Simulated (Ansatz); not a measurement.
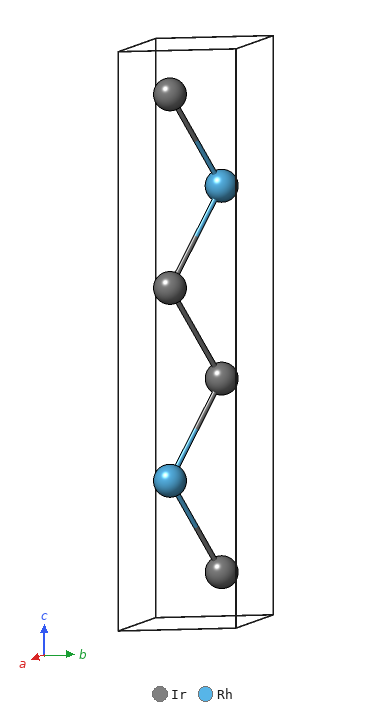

The figure gives a ball-and-stick picture of the atoms, viewed slightly off an axis. The edges of the conventional unit cell are marked.

Ir2Rh, space group P6_3/mmc (No. 194), a = 2.740 Å, b = 2.740 Å, c = 13.288 Å, α = 90.00°, β = 90.00°, γ = 120.00°. The cell started as a structure type filled with these elements by a generator (whether the compound takes this form wasn't checked). Earlier steps of the study may have refined or changed the cell and positions. It was run through Ansatz as a DFT input.

This one geometry was computed with Ansatz (DFT, plane waves, PAW) at three levels of theory: PBE, r2SCAN and PBE with spin-orbit coupling.

Q: Which level gives the highest pressure at this volume, and what does that say about its equilibrium volume?

A: Highest: PBE with spin-orbit coupling (0.6 GPa), which points to the largest equilibrium volume. Lowest, with the smallest volume: r2SCAN (-7.0 GPa). Levels within 0.5 GPa of each other can't be told apart.

Q: How does the band gap change with the level of theory?

A: All levels give a metal.

Q: Collect the results in a table.

A:
| level | cutoff (eV) | k-mesh of the run's cell | gap (eV) | pressure (GPa) |
| --- | --- | --- | --- | --- |
| PBE | 420 | 18×18×4 | metal | 0.0 |
| r2SCAN | 500 | 18×18×4 | metal | -7.0 |
| PBE with spin-orbit coupling | 420 | 18×18×4 | metal | 0.6 |

Gaps are taken on the k-mesh or band path of each run.
